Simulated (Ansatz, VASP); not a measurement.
# NbAs: VASP beside Ansatz

Aim: how closely do two programs agree when they are given the same cell, functional and k mesh?

Calculated with Ansatz 0.2.0; plane waves, with VASP 6.6.1 beside it; single point at PBE, single point at r2SCAN and single point at LDA.

## 1. Set-up

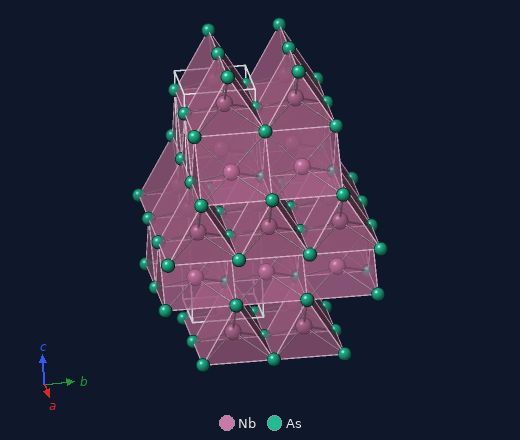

The cell as given, slightly off an axis (niobium pink, arsenic teal). 2×2×1 cells are drawn. This picture shows the conventional cell, with its axes. Some periodic images of atoms are drawn too.

As a file:

```xyz
4
Lattice="-1.7259 1.7259 5.8400 1.7259 -1.7259 5.8400 1.7259 1.7259 -5.8400" Properties=species:S:1:pos:R:3 pbc="T T T"
Nb    0.0000    1.7259    0.0000
Nb    0.0000    0.0000    8.7600
As    0.0000    1.7259    4.8589
As    0.0000    0.0000    1.9389
```

## 2. VASP: single point, PBE

A single point gives forces, pressure and levels at one fixed geometry, so differences don't come from the geometry; what else differs is listed under the comparison.

Lines of VASP's logs that name or quote its potential files are left out, and so is its time.

File INCAR:

```
SYSTEM = NbAs
PREC = Accurate
ENCUT = 400
EDIFF = 1E-07
NELM = 100
ISMEAR = 0
SIGMA = 0.05
LREAL = .FALSE.
ALGO = Normal
GGA = PE
NBANDS = 24
LASPH = .TRUE.
LORBIT = 11
LWAVE = .FALSE.
LCHARG = .FALSE.
KPAR = 4
```

File POSCAR:

```
NbAs
1.0
   -1.7258500000      1.7258500000      5.8400000000
    1.7258500000     -1.7258500000      5.8400000000
    1.7258500000      1.7258500000     -5.8400000000
Nb As
2 2
Direct
    0.5000000000      0.0000000000      0.5000000000
    0.7500000000      0.7500000000      0.0000000000
    0.9160000000      0.4160000000      0.5000000000
    0.1660000000      0.1660000000      0.0000000000
```

File KPOINTS:

```
Automatic mesh
0
Gamma
9 9 9
0 0 0
```

PAW data sets: Nb_sv and As (PBE family, release 64).

Run with:

```bash
mpirun -np 4 vasp_std
```

Numbers of over 12 decimals in the logs are rounded to 6 here.

The program printed:

```text
[banner, memory and clock lines left out]
running    4 mpi-ranks, on    1 nodes
 distrk:  each k-point on    1 cores,    4 groups
 distr:  one band on    1 cores,    1 groups

 POSCAR found type information on POSCAR NbAs
 POSCAR found :  2 types and       4 ions
 LDA part: xc-table for (Slater+PW92), standard interpolation
 POSCAR, INCAR and KPOINTS ok, starting setup
 FFT: planning ... GRIDC
 FFT: planning ... GRID_SOFT
 FFT: planning ... GRID
 WAVECAR not read
 entering main loop
       N       E                     dE             d eps       ncg     rms          rms(c)
DAV:   1     0.290764490242E+03    0.29076E+03   -0.16961E+04  3648   0.122E+03
DAV:   2    -0.101961949452E+02   -0.30096E+03   -0.29421E+03  4456   0.449E+02
DAV:   3    -0.331681289339E+02   -0.22972E+02   -0.22775E+02  6680   0.914E+01
DAV:   4    -0.343832350341E+02   -0.12151E+01   -0.12115E+01  5192   0.188E+01
DAV:   5    -0.344235422290E+02   -0.40307E-01   -0.40297E-01  6040   0.351E+00    0.113E+01
DAV:   6    -0.325148181070E+02    0.19087E+01   -0.86407E+00  5384   0.185E+01    0.319E+00
DAV:   7    -0.325105869526E+02    0.42312E-02   -0.41024E-01  5648   0.357E+00    0.198E+00
DAV:   8    -0.325039302048E+02    0.66567E-02   -0.62864E-02  5448   0.151E+00    0.382E-01
DAV:   9    -0.325041461040E+02   -0.21590E-03   -0.59346E-03  6064   0.505E-01    0.232E-01
DAV:  10    -0.325043338311E+02   -0.18773E-03   -0.10592E-03  4688   0.305E-01    0.318E-02
DAV:  11    -0.325043203103E+02    0.13521E-04   -0.77208E-05  6152   0.606E-02    0.143E-02
DAV:  12    -0.325043156125E+02    0.46978E-05   -0.11836E-05  5280   0.297E-02    0.438E-03
DAV:  13    -0.325043151998E+02    0.41270E-06   -0.47671E-07  4640   0.499E-03    0.231E-03
DAV:  14    -0.325043149549E+02    0.24490E-06   -0.82725E-08  3424   0.239E-03    0.475E-04
DAV:  15    -0.325043150098E+02   -0.54918E-07   -0.39393E-08  3480   0.189E-03
   1 F= -.32504315E+02 E0= -.32503732E+02  d E =-.116606E-02
```

From OUTCAR (step 2):

```text
ion  position               nearest neighbor table
   1  0.500  0.000  0.500-   4 2.60   4 2.60   3 2.63   3 2.63   3 2.63   3 2.63
   2  0.750  0.750  0.000-   3 2.60   3 2.60   4 2.63   4 2.63   4 2.63   4 2.63
   3  0.916  0.416  0.500-   2 2.60   2 2.60   1 2.63   1 2.63   1 2.63   1 2.63
   4  0.166  0.166  0.000-   1 2.60   1 2.60   2 2.63   2 2.63   2 2.63   2 2.63

  LATTYP: Found a body centered tetragonal cell.
 ALAT       =     3.4517000000
 C/A-ratio  =     3.3838398470

 Subroutine GETGRP returns: Found  8 space group operations
 (whereof  4 operations were pure point group operations)

The static configuration has the point symmetry C_2v.
 The point group associated with its full space group is C_4v.

 Found     75 irreducible k-points:

   k-points           NKPTS =     75   k-points in BZ     NKDIM =     75   number of bands    NBANDS=     24

   dimension x,y,z NGX =    42 NGY =   42 NGZ =   42
   dimension x,y,z NGXF=    84 NGYF=   84 NGZF=   84

   ENCUT  =  400.0 eV  29.40 Ry    5.42 a.u.  10.32 10.32 10.32*2*pi/ulx,y,z

   NELECT =      36.0000    total number of electrons

 k-points in reciprocal lattice and weights: Automatic mesh
   0.00000000  0.00000000  0.00000000       0.001
   0.11111111  0.00000000 -0.00000000       0.011
   0.22222222  0.00000000 -0.00000000       0.011
   0.33333333  0.00000000 -0.00000000       0.011
   0.44444444  0.00000000 -0.00000000       0.011
   0.11111111  0.11111111 -0.00000000       0.011
   0.22222222  0.11111111 -0.00000000       0.022
   0.33333333  0.11111111 -0.00000000       0.022
   0.44444444  0.11111111 -0.00000000       0.022
[...]
-0.44444444  0.44444444  0.44444444       0.005
  -0.44444444 -0.44444444  0.44444444       0.003

 average (electrostatic) potential at core
       1 -79.2914       2 -79.2914       3 -44.9292       4 -44.9292

 E-fermi :   9.6814

 k-point     1 :       0.0000    0.0000    0.0000
  band No.  band energies     occupation
    ...
     14       7.3950      2.00000
     15       7.6102      2.00000
     16       7.9731      2.00000
     17       8.2637      2.00000
     18       8.2637      2.00000
     19      10.3669      0.00000
     20      10.9424      0.00000
     21      12.0591      0.00000
     22      12.6583      0.00000
     23      12.6583      0.00000
    ...

 k-point     2 :       0.1111    0.0000   -0.0000
  band No.  band energies     occupation
    ...
     14       7.2769      2.00000
     15       7.6454      2.00000
     16       7.8816      2.00000
     17       8.2094      2.00000
     18       8.4719      2.00000
     19      10.1901      0.00000
     20      10.7409      0.00000
     21      11.8078      0.00000
     22      12.4255      0.00000
     23      12.8842      0.00000
    ...

 k-point     3 :       0.2222    0.0000   -0.0000
  band No.  band energies     occupation
    ...
     14       7.0106      2.00000
     15       7.8796      2.00000
     16       7.9559      2.00000
     17       8.0070      2.00000
     18       8.9372      2.00000
     19       9.9499      0.00000
     20      10.5986      0.00000
     21      11.1767      0.00000
     22      12.0988      0.00000
     23      12.5091      0.00000
    ...

  Total        1.2261951      1.2261951      1.5595452      0.0000000      0.0000000      0.0000000
  in kB       28.2352225     28.2352225     35.9111740      0.0000000      0.0000000      0.0000000
  external PRESSURE =      30.7938730 kB  Pullay stress =       0.0000000 kB

  energy-cutoff  :      400.00
  volume of cell :       69.58
      direct lattice vectors                 reciprocal lattice vectors
    -1.725850000  1.725850000  5.840000000     0.000000000  0.289712316  0.085616438
     1.725850000 -1.725850000  5.840000000     0.289712316  0.000000000  0.085616438
     1.725850000  1.725850000 -5.840000000     0.289712316  0.289712316  0.000000000

 POSITION                                       TOTAL-FORCE (eV/Angst)
 -----------------------------------------------------------------------------------
      0.00000      1.72585      0.00000        -0.000000     -0.000000     -0.294420
      0.00000      0.00000      8.76000         0.000000      0.000000     -0.294420
      0.00000      1.72585      4.85888        -0.000000     -0.000000      0.294420
      0.00000      0.00000      1.93888         0.000000      0.000000      0.294420
 -----------------------------------------------------------------------------------
    total drift:                               -0.000000     -0.000000     -0.000042

  FREE ENERGIE OF THE ION-ELECTRON SYSTEM (eV)
  ---------------------------------------------------
  free  energy   TOTEN  =       -32.5043150098 eV

  energy  without entropy=      -32.5031489455  energy(sigma->0) =      -32.50373198

 total charge
# of ion       s       p       d       tot
------------------------------------------
    1        2.147   6.014   2.494  10.655
    2        2.147   6.014   2.494  10.655
    3        1.200   1.646   0.075   2.920
    4        1.200   1.646   0.075   2.920
--------------------------------------------------
tot          6.692  15.319   5.139  27.150

[... 3 further parts left out ...]
```

The run ends at a pressure of 3.08 GPa, with forces up to 0.29 eV/Å.

## 3. Ansatz: single point, PBE

Ansatz runs on its default PAW (the set named soft_2) files.

The same cell, functional, mesh and smearing now go to Ansatz, which takes its cutoff from its data sets.

File input.yaml:

```yaml
crystal:
  lattice:
    - [-1.72585, 1.72585, 5.84]
    - [1.72585, -1.72585, 5.84]
    - [1.72585, 1.72585, -5.84]
  atoms:
    - { symbol: Nb, position: [0.5, 0.0, 0.5] }
    - { symbol: Nb, position: [0.75, 0.75, 0.0] }
    - { symbol: As, position: [0.916, 0.416, 0.5] }
    - { symbol: As, position: [0.166, 0.166, 0.0] }
hamiltonian:
  xc: pbe
  pseudopotentials: { kind: paw }
kpoints:
  mp_grid: { grid: [9, 9, 9] }
scf:
  occupations: { method: gaussian, width: 0.05 }
  n_extra_bands: 5
output:
  forces: true
  stress: true
  eigenvalues: true
```

Run with:

```bash
ansatz run input.yaml --threads 2 --pin off --max-ram 4608MiB --backend cpu --events-out ev --progress --plain --runs-dir out
```

The program printed:

```text
basis.fft_grid_basis auto: the FFT boxes are laid along the combinations [[1, 0, 1], [0, 1, 1], [0, 0, 1]] of the cell's own vectors, 3.452, 3.452 and 6.330 Å long. The dense box has 24×24×45 points. Along the cell's own vectors, as sized, it would have 45×45×45, 3.52 times as many. Of the 8 symmetry operations that the crystal satisfies within crystal.symmetry.tolerance (time reversal apart; of a slab, those that ke [...]
scf.n_extra_bands = 5 over 28 filled bands (N_el = 56.0): the run solves 33 bands
Engine: ansatz 0.2.0, aarch64-unknown-linux-gnu
Pseudopotentials: kind: paw
Pseudopotential: Nb, paw, valence charge 13, recommended cutoff 420 eV (normal), Nb.paw.azcp
Pseudopotential: As, paw, valence charge 15, recommended cutoff 420 eV (normal), As.paw.azcp
Functional definition: PBE
  parameter kappa = 0.804
  parameter beta = 0.066725
  exchange = pbe_x(kappa = kappa, mu = beta*pi^2/3)
  correlation = pbe_c(beta = beta)
Crystal: 4 atoms, lattice volume = 69.579 Å³
Basis set: ecut = 420 eV, 1371 PW (Γ), FFT grids on a1+a3, a2+a3, a3, exchange–correlation on 48×48×90 points (8 copies of the dense FFT grid, shifted against one another)
Bands: 33, of which v1, the nominal top of the filled ones, is band 28 counted from 1 (27 counted from 0)
Symmetry: 8 space group operations
Space group: I41md (ITA 109), of the structure as read, at distance tolerance 4.1e-5 Å
k-points: 75 of 729 (time reversal used)
Non-local potential: Nb, projectors of the file, l = 0: 3, l = 1: 2, l = 2: 2, l = 3: 1
Non-local potential: As, projectors of the file, l = 0: 2, l = 1: 2, l = 2: 3, l = 3: 1
PAW form: soft (Blöchl's): semilocal exchange-correlation on the pseudo side does not see the compensation charge
PAW one-centre angular grid: Nb, 590 points (default); XC on 64 Gauss nodes
PAW one-centre angular grid: As, 590 points (default); XC on 64 Gauss nodes
Initial density: superposition of atomic densities (neutral atoms: chi_scale 0, normalization atom), corrected by the library's trained network
Initial wavefunctions: pseudopotential atomic-orbital guess
Functional: x = pbe(κ = 0.804, μ = 0.219515), c = pbe(β = 0.066725)
SCF iter   1: F=—  HF=-18819.576059 eV  |F-HF|=—  |Δ(HF+E_count)|=         —  Δρ=7.12e-3  dr2=2.39e-2  ethr=1.77e-3  ⟨swp⟩=5.9  Hψ=10001  notcnv=0
preconditioner: auto → Resta (q_TF=auto, 2.631 Å⁻¹)  ε∞=9.9  [insulator: Δε(μ)=0.082 eV  Ē_g=6.678 eV  σ=0.050 eV  W_gap=0.66  n_scr=24 (ndim 8)  ℏωp=19.9 eV  f_vac=0.000  D(μ)=1.00/eV (n_scr^D=2)  ε∞_Penn≈9.9]
SCF iter   2: F=—  HF=-18819.575291 eV  |F-HF|=—  |Δ(HF+E_count)|=   7.68e-4  Δρ=4.02e-3  dr2=6.71e-3  ethr=4.26e-5  ⟨swp⟩=1.1  Hψ=3086  notcnv=0  defer=5
SCF iter   3: F=—  HF=-18819.576183 eV  |F-HF|=—  |Δ(HF+E_count)|=   8.92e-4  Δρ=6.72e-4  dr2=2.29e-4  ethr=1.20e-5  ⟨swp⟩=2.9  Hψ=4264  notcnv=0  defer=5
SCF iter   4: F=—  HF=-18819.576126 eV  |F-HF|=—  |Δ(HF+E_count)|=   5.69e-5  Δρ=2.34e-4  dr2=4.16e-5  ethr=4.09e-7  ⟨swp⟩=2.0  Hψ=4287  notcnv=0  defer=5
SCF iter   5: F=—  HF=-18819.576123 eV  |F-HF|=—  |Δ(HF+E_count)|=   2.98e-6  Δρ=7.10e-5  dr2=3.45e-6  ethr=7.43e-8  ⟨swp⟩=2.0  Hψ=4289  notcnv=0  defer=5
SCF iter   6: F=—  HF=-18819.576123 eV  |F-HF|=—  |Δ(HF+E_count)|=   7.46e-8  Δρ=1.27e-5  dr2=1.21e-7  ethr=6.16e-9  ⟨swp⟩=3.0  Hψ=4444  notcnv=0  defer=5
SCF iter   7: F=-18819.576123 eV  HF=-18819.576123 eV  |F-HF|=4.51e-10  |Δ(HF+E_count)|=   1.01e-8  Δρ=2.47e-6  dr2=3.43e-9  ethr=1.79e-10  ⟨swp⟩=7.1  Hψ=8598  notcnv=0
SCF 1 converged in 7 iterations: F = -18819.576123 eV  dr2 = 3.43e-9
  greatest PAW one-centre occupation: 0.999 electrons in one spin orbital (limit 2), on the As atom at site 2 (counted from 0), in its partial waves of l = 2
SCF converged after 7 iterations
Free energy (F): -18819.576123 eV
Harris-Foulkes:  -18819.576123 eV  (|F-HF|=4.51e-10)
Internal energy: -18819.574941 eV  (E = F + TS)
E sigma→0 (E₀):  -18819.575532 eV
Entropy (-TS):   -0.001182 eV (-0.295 meV/atom)
Fermi energy:    16.343007 eV
--- Per-component energies (eV) ---
  E_band       = -484.174561
  E_kinetic    = 999.058324
  E_local      = -4331.983626  (includes V_loc(G=0)·N_el)
  E_nonlocal   = -1101.127039
  E_hartree    = 2145.472124
  E_xc         = -512.206814
  E_vxc        = -588.362202  (∫ρ·V_xc dr)
  E_paw        = -9818.536019  (= ΣΔE_a)
  E_vpaw       = 247.295885  (= ΣTr[D̂ρ^β])
  E_aug_tail   = 0.000027  (compensation charges beyond the density's cutoff)
  E_ewald      = -6200.251917
  E_smearing   = -0.001182  (= −TS)
  E_closure    = 0.000000  (closes the sum)
  Σ components = -18819.576123   (vs F -18819.576123, Δ=0.00e0)
--- Forces (eV/Å), atoms counted from 1 ---
  atom   1  Nb     0.00000000     0.00000000    -0.29240037
  atom   2  Nb    -0.00000000    -0.00000000    -0.29240037
  atom   3  As     0.00000000    -0.00000000     0.29239783
  atom   4  As    -0.00000000     0.00000000     0.29239783
  max |Σ_I F_I| component: 5.08e-6 eV/Å
--- Stress (GPa, compression-positive) ---
        3.027843       0.000000      -0.000000
        0.000000       3.027843      -0.000000
       -0.000000       0.000000       3.844495
  P = ⅓ Tr σ = 3.3001 GPa (33.001 kbar)
--- Band table (eV; the first three rows and the last of 75) ---
  k-point 0: bands = [... 24 lower, 14.2760, 14.6361, 14.9216, 14.9216, 17.0291, 17.6046, 18.7185, 19.3143, ... 1 higher]
  k-point 1: bands = [... 24 lower, 13.9231, 14.5276, 15.1121, 15.2717, 16.6448, 17.0963, 18.7501, 18.8349, ... 1 higher]
  k-point 2: bands = [... 24 lower, 13.3650, 14.5888, 15.4812, 15.7235, 16.4048, 17.0169, 18.1065, 19.0628, ... 1 higher]
  k-point 74: bands = [... 24 lower, 13.6664, 14.2452, 15.1921, 15.9411, 16.9603, 17.9368, 17.9732, 18.3320, ... 1 higher]
```

The job ended after 13 s (2 threads of Arm Neoverse N1, shared host; peak memory 0.38 GiB; 26 s of CPU time).

The column dr2 measures how far the density is from self-consistency, as an energy; F and HF (Harris–Foulkes) agree once it is small.

The run ends at a pressure of 3.30 GPa, with forces up to 0.29 eV/Å.

## 4. Side by side

Known differences besides the PAW data sets themselves: the data sets hold 56 valence electrons in Ansatz (default PAW (the set named soft_2) files) and 36 in VASP; the cutoff is 420 eV in Ansatz and 400 eV in VASP. Total energies have different zeros and are not compared.

The two programs side by side:

| quantity | Ansatz | VASP | difference |
| --- | --- | --- | --- |
| pressure (GPa) | 3.30 | 3.08 | +0.22 |

Forces (eV/Å; atoms numbered as in POSCAR):

| atom | Ansatz x, y, z | VASP x, y, z |
| --- | --- | --- |
| Nb1 | 0.000, 0.000, -0.292 | 0.000, 0.000, -0.294 |
| Nb2 | 0.000, 0.000, -0.292 | 0.000, 0.000, -0.294 |
| As3 | 0.000, 0.000, 0.292 | 0.000, 0.000, 0.294 |
| As4 | 0.000, 0.000, 0.292 | 0.000, 0.000, 0.294 |

The forces differ by 1.2 meV/Å r.m.s., which is 0.7 % of the r.m.s. force of 0.17 eV/Å (both taken over all components).

## 5. VASP: single point, r2SCAN

With cell and atoms fixed, the geometry can't cause a difference; cores, projectors, grids and the points listed under the comparison can.

File INCAR:

```
SYSTEM = NbAs
PREC = Accurate
ENCUT = 400
EDIFF = 1E-07
NELM = 100
ISMEAR = 0
SIGMA = 0.05
LREAL = .FALSE.
ALGO = Normal
METAGGA = R2SCAN
LASPH = .TRUE.
NBANDS = 52
LWAVE = .FALSE.
LCHARG = .FALSE.
KPAR = 4
LOPTICS = .TRUE.
NEDOS = 2000
CSHIFT = 0.15
```

POSCAR is that of step 2.

File KPOINTS:

```
Automatic mesh
0
Gamma
13 13 13
0 0 0
```

Run with:

```bash
mpirun -np 4 vasp_std
```

The program printed:

```text
[banner, memory and clock lines left out]
running    4 mpi-ranks, on    1 nodes
[...]
|                                                                             |
|               ----> ADVICE to this user running VASP <----                  |
|                                                                             |
|     You enforced a specific xc type in the INCAR file but a different       |
|     [... a line on the potential file left out ...]
|     I HOPE YOU KNOW WHAT YOU ARE DOING!                                     |
|                                                                             |

 LDA part: xc-table for (None), standard interpolation
 POSCAR, INCAR and KPOINTS ok, starting setup
[...]
entering main loop
       N       E                     dE             d eps       ncg     rms          rms(c)
DAV:   1     0.268261878378E+03    0.26826E+03   -0.14424E+04 20440   0.579E+02
DAV:   2    -0.729999753769E+02   -0.34126E+03   -0.32215E+03 22408   0.237E+02
DAV:   3    -0.961860364353E+02   -0.23186E+02   -0.22247E+02 35632   0.510E+01
DAV:   4    -0.971289101152E+02   -0.94287E+00   -0.92629E+00 28176   0.831E+00
[...]
DAV:  13    -0.822648988347E+02    0.21162E-05   -0.22275E-06 23864   0.782E-03    0.197E-03
DAV:  14    -0.822648986164E+02    0.21825E-06   -0.19252E-07 22332   0.177E-03    0.996E-04
DAV:  15    -0.822648987008E+02   -0.84384E-07   -0.28859E-08 13376   0.779E-04
   1 F= -.82264899E+02 E0= -.82264537E+02  d E =-.722561E-03
 optical routines
 imaginary and real dielectric function
 direction            1
 direction            2
 direction            3
```

From OUTCAR (step 5):

```text
  Total        0.4655768      0.4655768      1.1790526      0.0000000      0.0000000      0.0000000
  in kB       10.7206958     10.7206958     27.1496867      0.0000000      0.0000000      0.0000000
  external PRESSURE =      16.1970261 kB  Pullay stress =       0.0000000 kB

 POSITION                                       TOTAL-FORCE (eV/Angst)
 -----------------------------------------------------------------------------------
      0.00000      1.72585      0.00000        -0.000000      0.000000     -0.278832
      0.00000      0.00000      8.76000         0.000000     -0.000000     -0.278832
      0.00000      1.72585      4.85888        -0.000000      0.000000      0.278832
      0.00000      0.00000      1.93888         0.000000     -0.000000      0.278832
 -----------------------------------------------------------------------------------
    total drift:                               -0.000001     -0.000001     -0.000151

  FREE ENERGIE OF THE ION-ELECTRON SYSTEM (eV)
  ---------------------------------------------------
  free  energy   TOTEN  =       -82.2648987008 eV

  energy  without entropy=      -82.2641761395  energy(sigma->0) =      -82.26453742

[... 1 part as in an earlier step ...]

[... 2 further parts left out ...]
[key lines of the parts left out:]
E-fermi :   9.6505
```

## 6. Ansatz: single point, r2SCAN

The same cell, functional, mesh and smearing now go to Ansatz, which takes its cutoff from its data sets.

Edit input.yaml of step 3 so:

```diff
@@ -11,6 +11,6 @@
 hamiltonian:
-  xc: pbe
+  xc: r2scan
   pseudopotentials: { kind: paw }
 kpoints:
-  mp_grid: { grid: [9, 9, 9] }
+  mp_grid: { grid: [13, 13, 13] }
 scf:
```

Run with:

```bash
ansatz run input.yaml --threads 2 --pin off --max-ram 4608MiB --backend cpu --events-out ev --progress --plain --runs-dir out
```

The program printed:

```text
[...]
Crystal: 4 atoms, lattice volume = 69.579 Å³
Basis set: ecut = 500 eV, 1785 PW (Γ), FFT grids on a1+a3, a2+a3, a3, exchange–correlation on 108×108×192 points (64 copies of the dense FFT grid, shifted against one another)
Bands: 33, of which v1, the nominal top of the filled ones, is band 28 counted from 1 (27 counted from 0)
Symmetry: 8 space group operations
[...]
k-point 0: bands = [... 24 lower, 14.1820, 14.5503, 14.7740, 14.7740, 17.0646, 17.6733, 18.8506, 19.4111, ... 1 higher]
  k-point 1: bands = [... 24 lower, 13.9503, 14.3027, 14.8622, 15.0483, 16.8397, 17.4046, 18.8216, 19.1467, ... 1 higher]
  k-point 2: bands = [... 24 lower, 13.5460, 14.4911, 15.2483, 15.4171, 16.5923, 16.7808, 18.6327, 18.9876, ... 1 higher]
  k-point 195: bands = [... 24 lower, 13.5276, 13.9728, 15.2880, 15.7292, 17.1661, 17.7522, 18.1790, 18.3629, ... 1 higher]
[key lines of the parts left out:]
SCF converged after 8 iterations
Free energy (F): -18859.577387 eV
Fermi energy:    16.319294 eV
P = ⅓ Tr σ = 1.9326 GPa (19.326 kbar)
```

It took 93 s on 2 threads; peak memory 0.73 GiB; 3.1 min of CPU time.

The run ends at a pressure of 1.93 GPa, with forces up to 0.28 eV/Å.

(Continued in part 2 of 2.)

[Lines on the potential files, build, host, timing and source positions are cut from VASP's logs without a mark.]

[Logs are printed without paths, hosts, clocks, repeated set-up lines and the standing remarks that a program may print on its own settings, such as how far it seeks lower states.]

[Hosts, paths, dates, database ids (printed as entryN), source tags and the programs' standing remarks are cut or masked in the printed files.]
